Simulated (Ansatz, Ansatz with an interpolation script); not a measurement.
**From a coarse GW mesh to bands everywhere: Tl2SnCl6 (Fm-3m)**

Aim: the G0W0 bands of Tl2SnCl6 (Fm-3m) along the symmetry lines, with the gap off the mesh.

Program: Ansatz 0.2.0. Level of theory: LDA, Wannier functions and G0W0, plane waves, PAW. Results are calculated unless marked as measured.

The database entry behind the starting cell is an old determination (1935), so it need not match the best structure at ambient conditions.

## (1) The structure

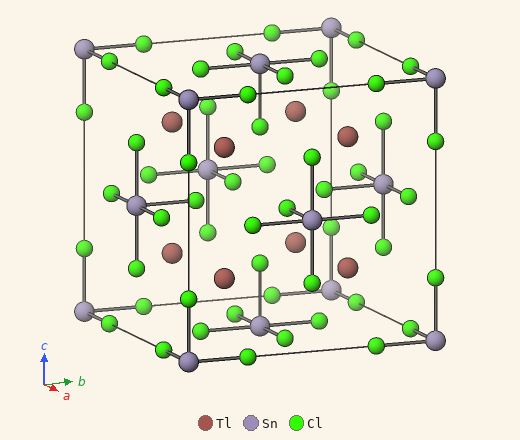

The cell as given, slightly off an axis (thallium brown, tin purple, chlorine green). This picture shows the conventional cell, with its axes. Some periodic images of atoms are drawn too.

As a file:

```cif
data_structure
_symmetry_space_group_name_H-M 'P 1'
_symmetry_Int_Tables_number 1
_cell_length_a 7.0499
_cell_length_b 7.0499
_cell_length_c 7.0499
_cell_angle_alpha 60.000
_cell_angle_beta 60.000
_cell_angle_gamma 60.000
_cell_volume 247.76
loop_
_atom_site_label
_atom_site_type_symbol
_atom_site_fract_x
_atom_site_fract_y
_atom_site_fract_z
_atom_site_occupancy
Tl1 Tl 0.25000 0.25000 0.25000 1
Tl2 Tl 0.75000 0.75000 0.75000 1
Sn3 Sn 0.00000 0.00000 0.00000 1
Cl4 Cl 0.76000 0.24000 0.24000 1
Cl5 Cl 0.24000 0.76000 0.24000 1
Cl6 Cl 0.24000 0.76000 0.76000 1
Cl7 Cl 0.76000 0.24000 0.76000 1
Cl8 Cl 0.24000 0.24000 0.76000 1
Cl9 Cl 0.76000 0.76000 0.24000 1
```

The cell and positions come from the Crystallography Open Database and are kept as given unless a step says otherwise. Spin-orbit coupling is left out unless a step names it.

## (2) LDA bands

The cheap functional maps the bands first; the places of the edges decide which points the dearer methods must see.

This step: DFT, LDA, plane waves, PAW; PAW set soft_1.

Input file input.yaml:

```yaml
crystal:
  lattice:
    - [0.0, 4.985, 4.985]
    - [4.985, 0.0, 4.985]
    - [4.985, 4.985, 0.0]
  atoms:
    - { symbol: Tl, position: [0.25, 0.25, 0.25] }
    - { symbol: Tl, position: [0.75, 0.75, 0.75] }
    - { symbol: Sn, position: [0.0, 0.0, 0.0] }
    - { symbol: Cl, position: [0.76, 0.24, 0.24] }
    - { symbol: Cl, position: [0.24, 0.76, 0.24] }
    - { symbol: Cl, position: [0.24, 0.76, 0.76] }
    - { symbol: Cl, position: [0.76, 0.24, 0.76] }
    - { symbol: Cl, position: [0.24, 0.24, 0.76] }
    - { symbol: Cl, position: [0.76, 0.76, 0.24] }
kpoints:
  mp_grid: { grid: [4, 4, 4] }
  band_path:
    path:
      - [[0.0, 0.0, 0.0], [0.5, 0.0, 0.5], [0.625, 0.25, 0.625]]
      - [[0.375, 0.375, 0.75], [0.0, 0.0, 0.0], [0.5, 0.5, 0.5], [0.5, 0.25, 0.75], [0.5, 0.0, 0.5]]
    npoints: 10
hamiltonian:
  xc: lda
  pseudopotentials: { kind: paw, azcp: { folder: soft_1 }, xc_functional: pbe }
scf:
  occupations: { method: fermi_dirac, width: 0.02 }
  n_extra_bands: 131
output:
  eigenvalues: true
  forces: true
  stress: true
  fatbands: true
  write_density: true
  write_potential: true
  elf: true
  volumetric_format: npy
```

Launch:

```console
$ ansatz run input.yaml --threads 2 --pin off --max-ram 92160MiB --backend cuda --events-out ev --progress --plain --runs-dir out --devices 1 --max-vram 13GiB
```

Numbers of over 12 decimals in the logs are rounded to 6 here.

Output:

```text
scf.n_extra_bands = 131 over 41 filled bands (N_el = 82.0): the run solves 172 bands
GPUs: using 1 of 1 available (devices: 1).
Engine: ansatz 0.2.0, x86_64-unknown-linux-gnu
Pseudopotentials: kind: paw
Pseudopotential: Tl, paw, valence charge 13, recommended cutoff 420 eV (normal), soft_1/Tl.paw.azcp
Pseudopotential: Sn, paw, valence charge 14, recommended cutoff 420 eV (normal), soft_1/Sn.paw.azcp
Pseudopotential: Cl, paw, valence charge 7, recommended cutoff 420 eV (normal), soft_1/Cl.paw.azcp
Functional definition: SPW92
  exchange = slater_x
  correlation = pw_c
device memory: the entry about to start is reckoned to put 4.8 GiB on a device that reports 53.7 GiB free (of which the cap on the GPU budget leaves the run 13.0 GiB)
GPU FFT provider: cuFFT
GPU libraries: cuBLAS 13.8.2, cuFFT 12.4.0, cuSOLVER 12.3.4
Crystal: 9 atoms, lattice volume = 247.757 Å³
Basis set: ecut = 420 eV, 4909 PW (Γ)
Bands: 172, of which v1, the nominal top of the filled ones, is band 41 counted from 1 (40 counted from 0)
Symmetry: 48 space group operations
Space group: Fm-3m (ITA 225), of the structure as read, at distance tolerance 6.3e-5 Å
k-points: 8 of 64
Non-local potential: Tl, projectors of the file, l = 0: 2, l = 1: 2, l = 2: 2, l = 3: 1
Non-local potential: Sn, projectors of the file, l = 0: 2, l = 1: 2, l = 2: 2, l = 3: 1
Non-local potential: Cl, projectors of the file, l = 0: 2, l = 1: 2, l = 2: 1
PAW form: soft (Blöchl's): semilocal exchange-correlation on the pseudo side does not see the compensation charge
PAW frozen core: Tl, regenerated for the run's functional, and the local potential with it (the file was generated under x = pbe(κ = 0.804, μ = 0.219515), c = pbe(β = 0.066725))
PAW frozen core: Sn, regenerated for the run's functional, and the local potential with it (the file was generated under x = pbe(κ = 0.804, μ = 0.219515), c = pbe(β = 0.066725))
PAW frozen core: Cl, regenerated for the run's functional, and the local potential with it (the file was generated under x = pbe(κ = 0.804, μ = 0.219515), c = pbe(β = 0.066725))
PAW one-centre angular grid: Tl, 590 points (default); XC on 64 Gauss nodes
PAW one-centre angular grid: Sn, 590 points (default); XC on 64 Gauss nodes
PAW one-centre angular grid: Cl, 110 points (default); XC on 64 Gauss nodes
Initial density: superposition of atomic densities (chi_scale 0.1, normalization cell, long waves kept (reshape's long-wave potential 0.07 eV rms))
Initial wavefunctions: pseudopotential atomic-orbital guess
GPU buffer pool allocated for 110592 grid points (all kernels)
GPU transforms: local potential and band sums: pruned to the plane-wave sphere, on 48×48×48
Functional: x = slater, c = lda
SCF iter   1: F=—  HF=-34451.950135 eV  |F-HF|=—  |Δ(HF+E_count)|=         —  Δρ=4.00e-2  dr2=7.40e0  ethr=3.10e-3  ⟨swp⟩=5.1  Hψ=6174  notcnv=0  defer=767
preconditioner: auto → Resta (q_TF=auto, 2.269 Å⁻¹)  ε∞=1.5  [insulator: Δε(μ)=2.570 eV  Ē_g=27.632 eV  σ=0.020 eV  W_gap=1.00  n_scr=58 (ndim 8)  ℏωp=20.0 eV  f_vac=0.009  D(μ)=0.00/eV (n_scr^D=0)  ε∞_Penn≈1.5]
SCF iter   2: F=—  HF=-34449.217790 eV  |F-HF|=—  |Δ(HF+E_count)|=    2.73e0  Δρ=1.31e-2  dr2=7.88e-1  ethr=3.10e-3  ⟨swp⟩=2.0  Hψ=1880  notcnv=0  defer=982
SCF iter   3: F=—  HF=-34448.892197 eV  |F-HF|=—  |Δ(HF+E_count)|=   3.26e-1  Δρ=4.47e-3  dr2=7.09e-2  ethr=9.61e-4  ⟨swp⟩=1.0  Hψ=1584  notcnv=0  defer=991
SCF iter   4: F=—  HF=-34448.859767 eV  |F-HF|=—  |Δ(HF+E_count)|=   3.24e-2  Δρ=7.90e-4  dr2=3.84e-3  ethr=8.64e-5  ⟨swp⟩=2.1  Hψ=587  notcnv=0  defer=991
SCF iter   5: F=—  HF=-34448.858585 eV  |F-HF|=—  |Δ(HF+E_count)|=   1.18e-3  Δρ=2.33e-4  dr2=1.02e-4  ethr=4.68e-6  ⟨swp⟩=1.4  Hψ=1466  notcnv=0  defer=990
SCF iter   6: F=—  HF=-34448.858558 eV  |F-HF|=—  |Δ(HF+E_count)|=   2.66e-5  Δρ=3.20e-5  dr2=2.46e-6  ethr=1.24e-7  ⟨swp⟩=2.0  Hψ=545  notcnv=0  defer=990
SCF iter   7: F=—  HF=-34448.858772 eV  |F-HF|=—  |Δ(HF+E_count)|=   2.13e-4  Δρ=7.02e-6  dr2=8.14e-8  ethr=1.22e-10  ⟨swp⟩=26.0  Hψ=16496  notcnv=0
SCF iter   8: F=-34448.858772 eV  HF=-34448.858772 eV  |F-HF|=3.03e-9  |Δ(HF+E_count)|=   5.68e-9  Δρ=1.32e-6  dr2=3.84e-9  ethr=9.93e-11  ⟨swp⟩=7.9  Hψ=3686  notcnv=0
SCF 1 converged in 8 iterations: F = -34448.858772 eV  dr2 = 3.84e-9
[...]
device memory: the entry about to start is reckoned to put 3.9 GiB on a device that reports 53.6 GiB free (of which the cap on the GPU budget leaves the run 13.0 GiB)
NSCF: frozen V_eff on 62 k-points
SCF converged after 8 iterations
Free energy (F): -34448.858772 eV
Harris-Foulkes:  -34448.858772 eV  (|F-HF|=3.03e-9)
Internal energy: -34448.858772 eV  (E = F + TS)
E sigma→0 (E₀):  -34448.858772 eV
Fermi energy:    4.323175 eV
--- Per-component energies (eV) ---
  E_band       = -368.460268
  E_kinetic    = 1615.257589
  E_local      = -5154.291659  (includes V_loc(G=0)·N_el)
  E_nonlocal   = 987.842361
  E_hartree    = 2020.556305
  E_xc         = -1130.571374
  E_vxc        = -1023.641839  (∫ρ·V_xc dr)
  E_paw        = -27752.082484  (= ΣΔE_a)
  E_vpaw       = -834.737816  (= ΣTr[D̂ρ^β])
  E_aug_tail   = 0.000848  (compensation charges beyond the density's cutoff)
  E_ewald      = -5036.855318
  E_core_change = 1.284960  (= ΣΔE_core)
  E_smearing   = -0.000000  (= −TS)
  E_closure    = 0.000000  (closes the sum)
  Σ components = -34448.858772   (vs F -34448.858772, Δ=0.00e0)
--- Forces (eV/Å), atoms counted from 1 ---
  atom   1  Tl    -0.00000000    -0.00000000     0.00000000
  atom   2  Tl     0.00000000     0.00000000     0.00000000
  atom   3  Sn    -0.00000000     0.00000000     0.00000000
  atom   4  Cl     0.55555886     0.00000000    -0.00000000
  atom   5  Cl    -0.00000000     0.55555886    -0.00000000
  atom   6  Cl    -0.55555886     0.00000000    -0.00000000
  atom   7  Cl    -0.00000000    -0.55555886     0.00000000
  atom   8  Cl    -0.00000000    -0.00000000     0.55555886
  atom   9  Cl    -0.00000000     0.00000000    -0.55555886
  max |Σ_I F_I| component: 7.77e-16 eV/Å
--- Stress (GPa, compression-positive) ---
       -0.507457      -0.000000      -0.000000
        0.000000      -0.507457      -0.000000
       -0.000000      -0.000000      -0.507457
  P = ⅓ Tr σ = -0.5075 GPa (-5.075 kbar)
--- Band table (eV; the first three rows and the last of 8) ---
  k-point 0: bands = [... 37 lower, 2.3293, 2.9623, 2.9623, 2.9623, 5.6297, 9.2191, 9.2191, 9.2191, ... 127 higher]
  k-point 1: bands = [... 37 lower, 2.3357, 2.8167, 2.8167, 2.8486, 6.1171, 8.2500, 8.2803, 8.9990, ... 127 higher]
  k-point 2: bands = [... 37 lower, 2.5114, 2.6807, 2.7009, 2.7009, 6.5961, 7.4071, 7.4568, 8.8089, ... 127 higher]
  k-point 7: bands = [... 37 lower, 2.5932, 2.5932, 2.6579, 2.6579, 6.8246, 7.5532, 7.6774, 8.1377, ... 127 higher]
```

The job ended after 13 s (1 × NVIDIA H100 80GB HBM3 (shared by 6 runs) with 2 threads of AMD EPYC 7R13 (Zen 3), shared host; peak memory 1.1 GiB).

Numbers from this step:

- pressure: -0.5075 GPa
- filled bands: 41
- gap: 2.659 eV
- valence top at: X
- conduction bottom at: Γ
- least direct gap: 2.667 eV

The gap is indirect, with the least direct gap 0.009 eV higher.

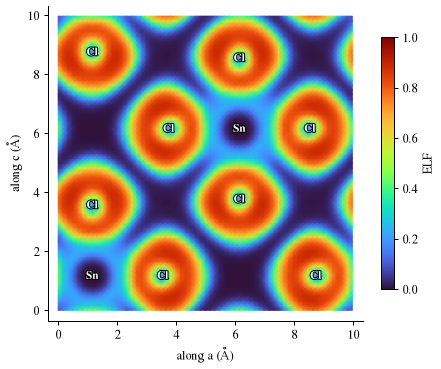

ELF in the ac plane of the conventional cell at fractional y = 0.000, with atoms of Sn and Cl within 0.2 Å of it. It is the smooth field of the valence electrons, not physical close to the nuclei. The map starts off the cell's origin, so that atoms lie inside it.

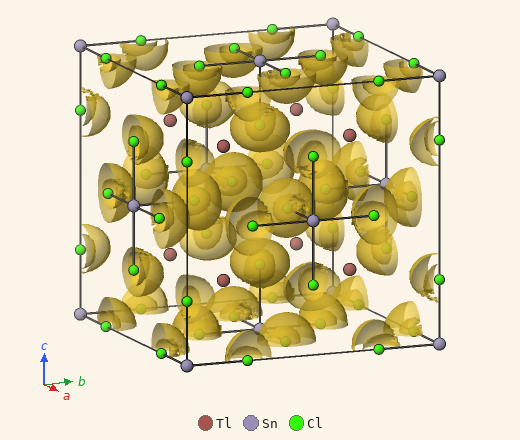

Surface of ELF = 0.81.

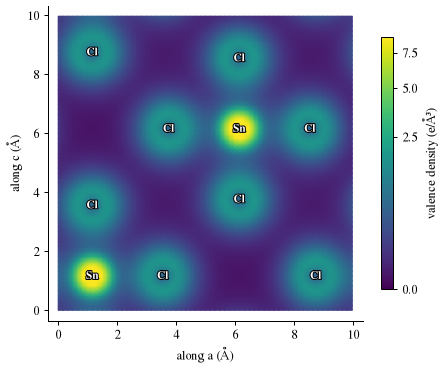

Valence density in the ac plane of the conventional cell at fractional y = 0.000, with atoms of Sn and Cl within 0.2 Å of it. It is the smooth field of the valence electrons, not physical close to the nuclei. The map starts off the cell's origin, so that atoms lie inside it. The colour scale is stretched toward low values.

## (3) Wannier functions (Cl:3p Tl:6s Tl:6p) on 8×8×8

Localised functions give a small Hamiltonian that interpolates between mesh points at no cost.

This step: maximally localised Wannier functions, LDA, plane waves, PAW; PAW set soft_1.

input.yaml, the sections that differ from step 2:

```yaml
kpoints:
  mp_grid: { grid: [4, 4, 4] }
scf:
  occupations: { method: fixed }
  n_extra_bands: 131
output:
  wannier:
    kmesh: [8, 8, 8]
    projections:
      - { species: Cl, l: p, shell: 3 }
      - { species: Tl, l: s, shell: 6 }
      - { species: Tl, l: p, shell: 6 }
    minimise: true
    write_hr: true
    seedname: w
    conv_tol: 1.0e-06
    max_iter: 20000
    stability_check: false
    disentanglement:
      window: [-1.17, 11.43]
      frozen_window: [-1.17, 8.43]
      conv_tol: 1.0e-08
# crystal, hamiltonian: as in step 2
```

Output:

```text
[...]
GPUs: using 1 of 1 available (devices: 1).
[...]
GPU FFT provider: cuFFT
GPU libraries: cuBLAS 13.8.2, cuFFT 12.4.0, cuSOLVER 12.3.4
Crystal: 9 atoms, lattice volume = 247.757 Å³
Basis set: ecut = 420 eV, 4909 PW (Γ)
Bands: 172, of which v1, the nominal top of the filled ones, is band 41 counted from 1 (40 counted from 0)
Symmetry: 48 space group operations
[...]
k-points: 8 of 64
[...]
GPU buffer pool allocated for 110592 grid points (all kernels)
[...]
SCF iter   1: F=—  HF=-34451.950232 eV  |F-HF|=—  |Δ(HF+E_count)|=         —  Δρ=4.00e-2  dr2=7.41e0  ethr=3.10e-3  ⟨swp⟩=4.0  Hψ=4824  notcnv=0  defer=993
[...]
SCF iter   8: F=-34448.858772 eV  HF=-34448.858772 eV  |F-HF|=3.58e-9  |Δ(HF+E_count)|=   8.92e-8  Δρ=1.39e-6  dr2=5.79e-9  ethr=1.22e-10  ⟨swp⟩=20.6  Hψ=15091  notcnv=0
SCF 1 converged in 8 iterations: F = -34448.858772 eV  dr2 = 5.79e-9
[...]
NSCF: frozen V_eff on 8 k-points
the band table was solved once the SCF had ended and its energy, with any forces and stress, was formed, with the checks that follow a solve (4966 applications of the Hamiltonian). They found nothing against the state; the energy, forces and stress were not computed again (output.eigenvalues in the input reference)
[...]
the Wannier pass solved 32 of the 512 points of its mesh, and has the states at the others by symmetry: states obtained by the crystal's operations at points that were solved too leave a residual of 5.23e-13 eV (read by the count's bands and the next), within 5.56e-6 eV
SCF converged after 8 iterations
Free energy (F): -34448.858772 eV
[...]
Internal energy: -34448.858772 eV  (E = F + TS)
E sigma→0 (E₀):  -34448.858772 eV
Fermi energy:    2.970965 eV
[...]
--- Band table (eV; the first three rows and the last of 8) ---
  k-point 0: bands = [... 37 lower, 2.3293, 2.9623, 2.9623, 2.9623, 5.6297, 9.2191, 9.2191, 9.2191, ... 127 higher]
  k-point 1: bands = [... 37 lower, 2.3357, 2.8167, 2.8167, 2.8486, 6.1171, 8.2500, 8.2803, 8.9990, ... 127 higher]
  k-point 2: bands = [... 37 lower, 2.5114, 2.6806, 2.7009, 2.7009, 6.5961, 7.4071, 7.4568, 8.8088, ... 127 higher]
  k-point 7: bands = [... 37 lower, 2.5932, 2.5932, 2.6579, 2.6579, 6.8246, 7.5532, 7.6774, 8.1377, ... 127 higher]
Wannier search: line search 1 of at most 20000: gauge-dependent spread (as the search counts it) 8.8982622 Å², largest recent change 6.2e-1 Å² against conv_tol 1.0e-6 Å², 0 stops escaped
```

Elapsed: 33 s, on 1 × NVIDIA H100 80GB HBM3 (shared by 6 runs) with 2 threads; peak memory 2.8 GiB; 45 s of CPU time.

Numbers from this step:

| Property | Result |
| --- | --- |
| gauge-invariant spread | 52.61 Å² |
| diagonal spread | 0.003605 Å² |
| off-diagonal spread | 8.397 Å² |
| total spread | 61.01 Å² |
| least projectability | 0.2329 |
| localisation steps | 39 |
| disentanglement steps | 104 |
| r.m.s. interpolation error | 1.50e-4 eV |
| r.m.s. error near the gap | 1.76e-4 eV |

Near the gap the model misses directly solved bands by 0.2 meV r.m.s. and by 4 meV at most in the window tested. This tests the starting bands, not the corrections carried with them.

Wannier functions, by row:

| function | x (Å) | y (Å) | z (Å) | spread (Å²) | nearest atom | distance (Å) |
| --- | --- | --- | --- | --- | --- | --- |
| 1 | 2.334 | 4.985 | 4.985 | 1.339 | Cl4 | 0.059 |
| 2 | 1.957 | 4.985 | 4.985 | 2.725 | Cl4 | 0.436 |
| 3 | 2.334 | 4.985 | 4.985 | 1.339 | Cl4 | 0.059 |
| 4 | 4.985 | 2.334 | 4.985 | 1.339 | Cl5 | 0.059 |
| 5 | 4.985 | 2.334 | 4.985 | 1.339 | Cl5 | 0.059 |
| 6 | 4.985 | 1.957 | 4.985 | 2.725 | Cl5 | 0.436 |
| 7 | 7.636 | 4.985 | 4.985 | 1.339 | Cl6 | 0.059 |
| 8 | 8.013 | 4.985 | 4.985 | 2.725 | Cl6 | 0.436 |
| 9 | 7.636 | 4.985 | 4.985 | 1.339 | Cl6 | 0.059 |
| 10 | 4.985 | 7.636 | 4.985 | 1.339 | Cl7 | 0.059 |
| 11 | 4.985 | 7.636 | 4.985 | 1.339 | Cl7 | 0.059 |
| 12 | 4.985 | 8.013 | 4.985 | 2.725 | Cl7 | 0.436 |
| 13 | 4.985 | 4.985 | 1.957 | 2.725 | Cl8 | 0.436 |
| 14 | 4.985 | 4.985 | 2.334 | 1.339 | Cl8 | 0.059 |
| 15 | 4.985 | 4.985 | 2.334 | 1.339 | Cl8 | 0.059 |
| 16 | 4.985 | 4.985 | 8.013 | 2.725 | Cl9 | 0.436 |
| 17 | 4.985 | 4.985 | 7.636 | 1.339 | Cl9 | 0.059 |
| 18 | 4.985 | 4.985 | 7.636 | 1.339 | Cl9 | 0.059 |
| 19 | 2.493 | 2.492 | 2.492 | 1.958 | Tl1 | 0 |
| 20 | 7.477 | 7.477 | 7.477 | 1.958 | Tl2 | 0 |
| 21 | 2.493 | 2.493 | 2.493 | 4.112 | Tl1 | 0 |
| 22 | 2.493 | 2.493 | 2.493 | 4.112 | Tl1 | 0 |
| 23 | 2.492 | 2.493 | 2.493 | 4.112 | Tl1 | 0 |
| 24 | 7.477 | 7.478 | 7.478 | 4.112 | Tl2 | 0 |
| 25 | 7.478 | 7.478 | 7.478 | 4.112 | Tl2 | 0 |
| 26 | 7.477 | 7.478 | 7.478 | 4.112 | Tl2 | 0 |

Frozen up to 5.46 eV; above it the model need not follow the bands. The electronic bands at the labelled points (eV, zero at the valence-band top):

| point | band 38 | band 39 | band 40 | band 41 | band 42 | band 43 | band 44 | band 45 |
| --- | --- | --- | --- | --- | --- | --- | --- | --- |
| Γ | -0.64 | -0.01 | -0.01 | -0.01 | 2.66 | 6.25 | 6.25 | 6.25 |
| X | -0.67 | -0.65 | -0.15 | 0.00 | 3.76 | 4.13 | 4.87 | 5.27 |
| U | -0.56 | -0.51 | -0.28 | -0.14 | 3.83 | 4.38 | 4.97 | 5.06 |
| jump to K | -0.56 | -0.51 | -0.28 | -0.14 | 3.83 | 4.38 | 4.97 | 5.06 |
| Γ | -0.64 | -0.01 | -0.01 | -0.01 | 2.66 | 6.25 | 6.25 | 6.25 |
| L | -0.46 | -0.29 | -0.27 | -0.27 | 3.63 | 4.44 | 4.49 | 5.84 |
| W | -0.38 | -0.38 | -0.31 | -0.31 | 3.85 | 4.58 | 4.71 | 5.17 |
| X | -0.67 | -0.65 | -0.15 | 0.00 | 3.76 | 4.13 | 4.87 | 5.27 |

The same for Kohn-Sham, solved directly:

| point | band 38 | band 39 | band 40 | band 41 | band 42 | band 43 | band 44 | band 45 |
| --- | --- | --- | --- | --- | --- | --- | --- | --- |
| Γ | -0.64 | -0.01 | -0.01 | -0.01 | 2.66 | 6.25 | 6.25 | 6.25 |
| X | -0.67 | -0.65 | -0.15 | 0.00 | 3.76 | 4.13 | 4.87 | 5.27 |
| U | -0.56 | -0.51 | -0.28 | -0.14 | 3.83 | 4.38 | 4.97 | 5.06 |
| K | -0.56 | -0.51 | -0.28 | -0.14 | 3.83 | 4.38 | 4.97 | 5.06 |
| Γ | -0.64 | -0.01 | -0.01 | -0.01 | 2.66 | 6.25 | 6.25 | 6.25 |
| L | -0.46 | -0.29 | -0.27 | -0.27 | 3.63 | 4.44 | 4.49 | 5.84 |
| W | -0.38 | -0.38 | -0.31 | -0.31 | 3.85 | 4.58 | 4.71 | 5.17 |
| X | -0.67 | -0.65 | -0.15 | 0.00 | 3.76 | 4.13 | 4.87 | 5.27 |

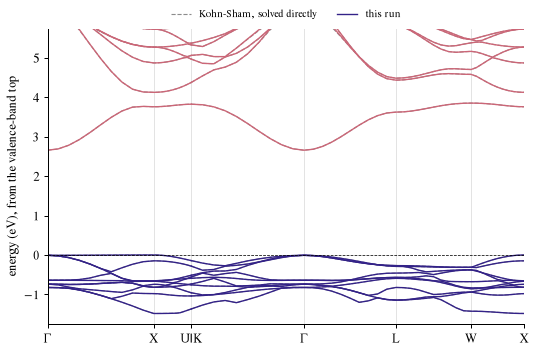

Electronic bands along the path; lines of filled and empty bands in two colours; dashed: Kohn-Sham, solved directly.

(Part 1 of 2 ends here.)

[Paths, hosts, dates, memory and timing lines, banners, echoed tables and standing remarks are left out of the program output.]

[Logs are printed without paths, hosts, clocks, repeated set-up lines and the standing remarks that a program may print on its own settings, such as how far it seeks lower states.]

[Runs of the session that timed out or met a known fault of the program may be left out.]

[Hosts, paths, dates, database ids (printed as entryN), source tags and the programs' standing remarks are cut or masked in the printed files.]
